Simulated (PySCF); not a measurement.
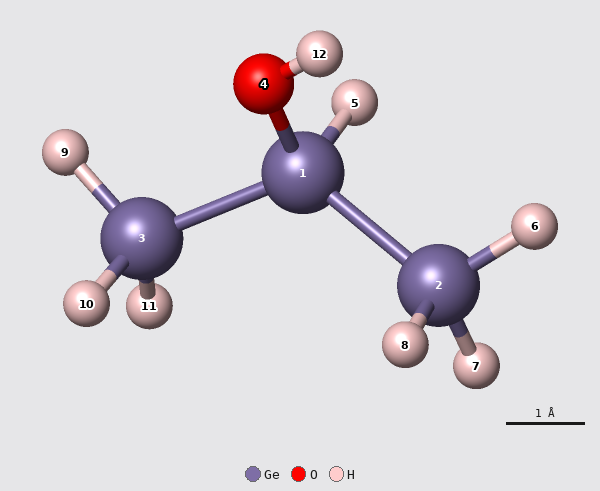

The input geometry (ball-and-stick view, seen at a tilt; atoms are numbered from 1 in the order of the input). Sticks mark near contacts. Bond lengths as drawn: Ge–Ge 2.34 to 2.43 Å, Ge–H 1.49 to 1.54 Å, Ge–O 1.80 Å and H–O 0.97 Å.

## Geometry relaxation, with input and output: Ge3H8O

System: Ge3H8O.
Method: PBE0-D3(BJ)/def2-SVP geometry optimisation, gas phase (PySCF 2.14.0).

Input
```
{"job": {"xc": "PBE0", "basis": "def2-SVP", "d3": "d3bj", "grid": 2, "kind": "geom", "shake": 0.01}, "charge": 0, "multiplicity": 1}
Ge     0.054659     0.398151     0.519460
Ge    -2.045011    -0.226413    -0.539390
Ge     2.006949    -0.870470     0.242325
O      0.563884     1.991705    -0.139530
H     -0.256608     0.684501     1.998629
H     -3.162232     0.753621    -0.262494
H     -2.568219    -1.557180    -0.114540
H     -1.963732    -0.283443    -2.043077
H      3.227943    -0.209792     0.878611
H      2.383353    -1.132277    -1.172236
H      1.935895    -2.233285     0.889218
H     -0.138392     2.657297    -0.239976
```

The first line tells a small driver script what to run in PySCF; the rest is the geometry in Å.

Machine: 1 CPU thread, shared host.

Command:
```bash
OMP_NUM_THREADS=1 python <driver script> task.json out
```

Log
```
step   0  E = -6309.35074551  max force = 0.020280
step   1  E = -6309.35827079  max force = 0.004829
step   2  E = -6309.35880391  max force = 0.000935
step   3  E = -6309.35887270  max force = 0.000472
step   4  E = -6309.35894394  max force = 0.001091
step   5  E = -6309.35896756  max force = 0.000909
step   6  E = -6309.35898823  max force = 0.000202
step   7  E = -6309.35899483  max force = 0.000226
optimisation converged
```

Trajectory as extended XYZ (Å, eV, eV/Å), 8 frames, from step=0 to step=7
```
12
Properties=species:S:1:pos:R:3:forces:R:3 step=0 energy=-171686.17867
Ge    0.0547    0.3982    0.5195   -0.7900   0.9876   0.0576
Ge   -2.0450   -0.2264   -0.5394    0.3539   0.2074  -0.0718
Ge    2.0069   -0.8705    0.2423    0.7126  -0.2802   0.4550
O     0.5639    1.9917   -0.1395   -0.1751   0.3819  -0.3177
H    -0.2566    0.6845    1.9986   -0.0302  -0.2289   0.2703
H    -3.1622    0.7536   -0.2625   -0.2566   0.5227   0.2824
H    -2.5682   -1.5572   -0.1145   -0.1927  -0.8801   0.4005
H    -1.9637   -0.2834   -2.0431    0.2535   0.0068  -0.6447
H     3.2279   -0.2098    0.8786    0.0390   0.3138   0.1612
H     2.3834   -1.1323   -1.1722    0.0476  -0.0401  -1.0428
H     1.9359   -2.2333    0.8892   -0.2571  -0.5085   0.3168
H    -0.1384    2.6573   -0.2400    0.2952  -0.4825   0.1331
12
Properties=species:S:1:pos:R:3:forces:R:3 step=1 energy=-171686.38345
Ge    0.0384    0.4943    0.5431    0.0233  -0.0467   0.1669
Ge   -1.9860   -0.2496   -0.5802   -0.2483   0.0172  -0.1145
Ge    1.9921   -0.9043    0.2476    0.1842  -0.1454  -0.0328
O     0.5453    2.0769   -0.1492    0.0463  -0.1896   0.0547
H    -0.2821    0.6588    2.0653    0.0487   0.0116  -0.2008
H    -3.1075    0.7867   -0.2666    0.1438  -0.1848  -0.0798
H    -2.4583   -1.6443   -0.0848    0.0919   0.2038  -0.0507
H    -1.7971   -0.3036   -2.1213   -0.0039   0.0047   0.2387
H     3.2084   -0.2056    0.9032   -0.1089  -0.0859  -0.0744
H     2.2872   -1.1319   -1.2578   -0.0576   0.0451   0.1937
H     1.7933   -2.2905    0.9223   -0.0137   0.2176  -0.0897
H    -0.1952    2.6862   -0.2034   -0.1057   0.1523  -0.0112
12
Properties=species:S:1:pos:R:3:forces:R:3 step=2 energy=-171686.39795
Ge    0.0393    0.4950    0.5475    0.0150  -0.0409   0.0006
Ge   -1.9840   -0.2481   -0.5793   -0.0295   0.0285  -0.0018
Ge    1.9894   -0.9051    0.2453    0.0263  -0.0012  -0.0223
O     0.5430    2.0772   -0.1413   -0.0481   0.0100  -0.0054
H    -0.2753    0.6658    2.0562    0.0023   0.0137   0.0139
H    -3.1111    0.7662   -0.2901   -0.0080  -0.0120  -0.0153
H    -2.4393   -1.6320   -0.0799    0.0143  -0.0030   0.0155
H    -1.7789   -0.3128   -2.1030    0.0237  -0.0048  -0.0062
H     3.2096   -0.2263    0.8907    0.0104  -0.0027  -0.0002
H     2.2668   -1.1293   -1.2515   -0.0125   0.0111   0.0004
H     1.7723   -2.2751    0.9138   -0.0268  -0.0032   0.0110
H    -0.1932    2.6975   -0.1904    0.0329   0.0045   0.0098
12
Properties=species:S:1:pos:R:3:forces:R:3 step=3 energy=-171686.39982
Ge    0.0395    0.4996    0.5520    0.0021   0.0055   0.0030
Ge   -1.9801   -0.2483   -0.5786    0.0057   0.0129   0.0031
Ge    1.9842   -0.9056    0.2417    0.0019   0.0079  -0.0064
O     0.5423    2.0822   -0.1367   -0.0243   0.0088  -0.0134
H    -0.2722    0.6746    2.0607    0.0007   0.0034   0.0154
H    -3.1176    0.7568   -0.3077   -0.0159   0.0057  -0.0071
H    -2.4244   -1.6319   -0.0711   -0.0004  -0.0183   0.0137
H    -1.7575   -0.3237   -2.0988    0.0158  -0.0065  -0.0176
H     3.2133   -0.2392    0.8822    0.0090  -0.0024   0.0019
H     2.2483   -1.1272   -1.2566   -0.0020   0.0016  -0.0171
H     1.7514   -2.2729    0.9096   -0.0130  -0.0145   0.0099
H    -0.1888    2.7087   -0.1788    0.0203  -0.0041   0.0146
12
Properties=species:S:1:pos:R:3:forces:R:3 step=4 energy=-171686.40176
Ge    0.0397    0.5138    0.5621   -0.0116   0.0561   0.0140
Ge   -1.9695   -0.2501   -0.5772    0.0314  -0.0182   0.0028
Ge    1.9701   -0.9070    0.2335   -0.0286   0.0033   0.0018
O     0.5424    2.0960   -0.1276    0.0143  -0.0038  -0.0208
H    -0.2660    0.6945    2.0720    0.0004  -0.0110   0.0025
H    -3.1283    0.7397   -0.3464   -0.0073   0.0118  -0.0011
H    -2.3963   -1.6333   -0.0510   -0.0118  -0.0081   0.0007
H    -1.7110   -0.3511   -2.0911   -0.0021  -0.0062  -0.0084
H     3.2182   -0.2681    0.8646    0.0057  -0.0022   0.0037
H     2.2096   -1.1238   -1.2697    0.0067  -0.0068  -0.0115
H     1.7087   -2.2712    0.8990    0.0094  -0.0116  -0.0018
H    -0.1790    2.7338   -0.1504   -0.0064  -0.0032   0.0183
12
Properties=species:S:1:pos:R:3:forces:R:3 step=5 energy=-171686.40241
Ge    0.0397    0.5236    0.5671   -0.0086   0.0467   0.0117
Ge   -1.9628   -0.2520   -0.5766    0.0262  -0.0207   0.0007
Ge    1.9609   -0.9082    0.2292   -0.0247   0.0018   0.0031
O     0.5435    2.1047   -0.1239    0.0159  -0.0081  -0.0181
H    -0.2634    0.7046    2.0776   -0.0003  -0.0111  -0.0024
H    -3.1296    0.7333   -0.3671   -0.0015   0.0096  -0.0004
H    -2.3865   -1.6329   -0.0402   -0.0104   0.0000  -0.0019
H    -1.6891   -0.3685   -2.0872   -0.0061  -0.0044  -0.0019
H     3.2184   -0.2838    0.8565    0.0019  -0.0024   0.0025
H     2.1915   -1.1227   -1.2762    0.0059  -0.0057  -0.0043
H     1.6895   -2.2725    0.8914    0.0111  -0.0058  -0.0050
H    -0.1736    2.7475   -0.1325   -0.0095   0.0002   0.0161
12
Properties=species:S:1:pos:R:3:forces:R:3 step=6 energy=-171686.40297
Ge    0.0397    0.5361    0.5720    0.0008   0.0069   0.0024
Ge   -1.9543   -0.2547   -0.5765    0.0059  -0.0092  -0.0020
Ge    1.9490   -0.9100    0.2240   -0.0048   0.0016   0.0031
O     0.5459    2.1153   -0.1206    0.0036  -0.0064  -0.0104
H    -0.2610    0.7151    2.0830   -0.0017  -0.0051  -0.0035
H    -3.1264    0.7304   -0.3930    0.0042   0.0043  -0.0008
H    -2.3814   -1.6295   -0.0259   -0.0043   0.0064  -0.0004
H    -1.6665   -0.3931   -2.0829   -0.0048  -0.0018   0.0033
H     3.2166   -0.3028    0.8489   -0.0016  -0.0013   0.0008
H     2.1730   -1.1213   -1.2835    0.0018  -0.0008   0.0024
H     1.6699   -2.2764    0.8796    0.0044   0.0011  -0.0044
H    -0.1660    2.7641   -0.1071   -0.0035   0.0045   0.0096
12
Properties=species:S:1:pos:R:3:forces:R:3 step=7 energy=-171686.40315
Ge    0.0398    0.5384    0.5722    0.0046  -0.0116  -0.0033
Ge   -1.9528   -0.2551   -0.5770   -0.0035   0.0004  -0.0022
Ge    1.9464   -0.9111    0.2225    0.0059   0.0023   0.0014
O     0.5471    2.1170   -0.1205   -0.0058  -0.0025  -0.0060
H    -0.2610    0.7160    2.0830   -0.0021  -0.0013  -0.0008
H    -3.1222    0.7350   -0.4018    0.0043   0.0023  -0.0013
H    -2.3865   -1.6250   -0.0198   -0.0016   0.0052   0.0018
H    -1.6636   -0.4032   -2.0822   -0.0016  -0.0014   0.0029
H     3.2153   -0.3081    0.8489   -0.0021  -0.0004   0.0005
H     2.1714   -1.1202   -1.2852   -0.0002   0.0016   0.0028
H     1.6669   -2.2792    0.8742   -0.0008   0.0017  -0.0019
H    -0.1623    2.7685   -0.0963    0.0029   0.0038   0.0061
```

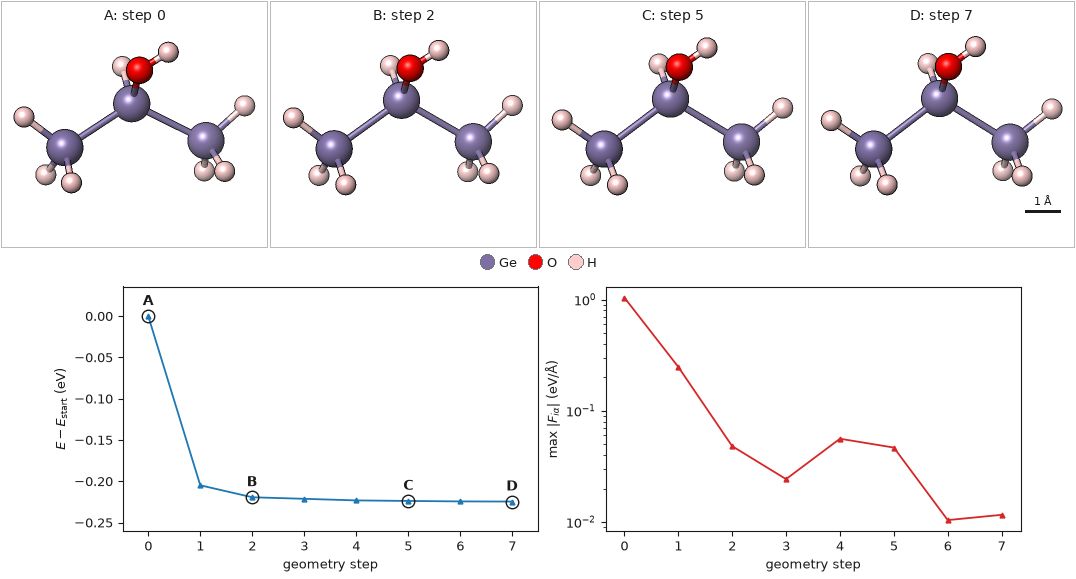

Frames of the relaxation (ball-and-stick view, seen at a tilt) above the curves, on which the letters mark them (steps are counted from 0).

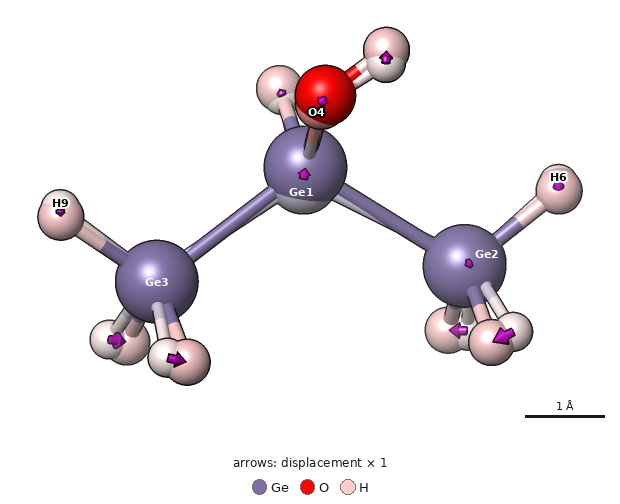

Start (faint) and end (solid) with the displacements as pink arrows, at true length (ball-and-stick view, seen at a tilt). The two geometries are laid on each other by the best rigid fit. The largest move after the best rigid fit is that of H8, 0.31 Å. By element the largest moves are H 0.31 Å, Ge 0.15 Å, O 0.13 Å. Distances before and after: Ge1–Ge3 2.345 → 2.420 Å, Ge2–H7 1.492 → 1.541 Å, Ge2–H6 1.512 → 1.542 Å, Ge1–H5 1.538 → 1.551 Å. Among the angles that change: Ge2–Ge1–Ge3 121.9° → 112.4°, O4–Ge1–H5 104.2° → 109.2°, Ge1–Ge3–H10 114.7° → 109.8°. After 7 geometry steps the energy has fallen by 0.224 eV. Largest force component: 1 eV/Å at the start, 0.012 eV/Å at the end. (Atoms are counted from 1 in the order of the input.)

Summary

```json
{"quantity": "outcome", "value": "converged"}
{"quantity": "total energy", "value": "−6309.358995 hartree"}
{"quantity": "dipole moment", "value": "1.18 D"}
{"quantity": "point group", "value": "C1"}
{"quantity": "wall time", "value": "2.7 min"}
{"quantity": "peak memory", "value": "0.78 GiB"}
```
